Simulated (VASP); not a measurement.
H$_{3}$Rh

```
H Rh
1.0
     3.32546    0.00000    0.00000
     0.00000    3.32546    0.00000
     0.00000    0.00000    3.32546
H Rh
3 1
Cartesian
  0.0000 1.6627 1.6627
  1.6627 0.0000 1.6627
  1.6627 1.6627 0.0000
  1.6627 1.6627 1.6627
```

Space group Pm-3m; a generated structure, not necessarily the stable one.

Computed with Kohn-Sham DFT of a periodic cell, PBE, VASP PAW PBE potentials, recommended (VASP 6.6.1).

What can the converged valence pseudo-density and electron localisation function tell about the bonding?

Answer. Rh–H (1.66 Å): the density is about 1.3 e/Å³ at the midpoint; the ELF climbs to about 1 towards the hydrogen.

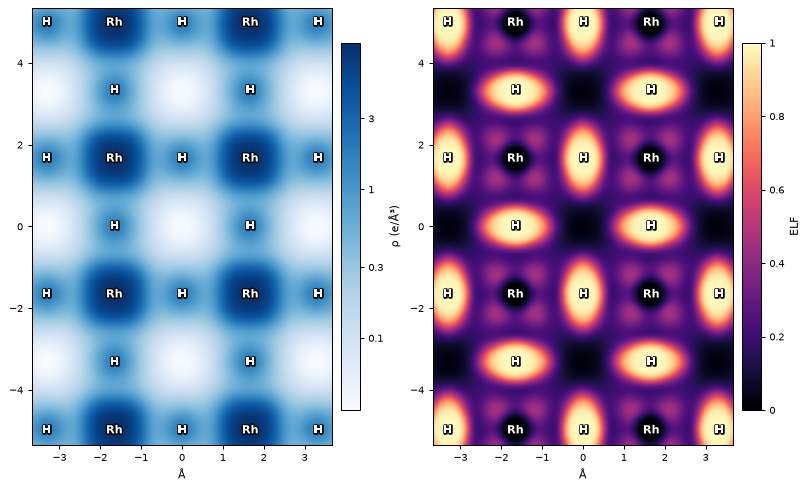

Computed valence pseudo-density and electron localisation function on the (100) plane of the conventional cell, in this order. 

Core electrons are frozen (PAW), and the valence fields are smoothed inside the atomic spheres.
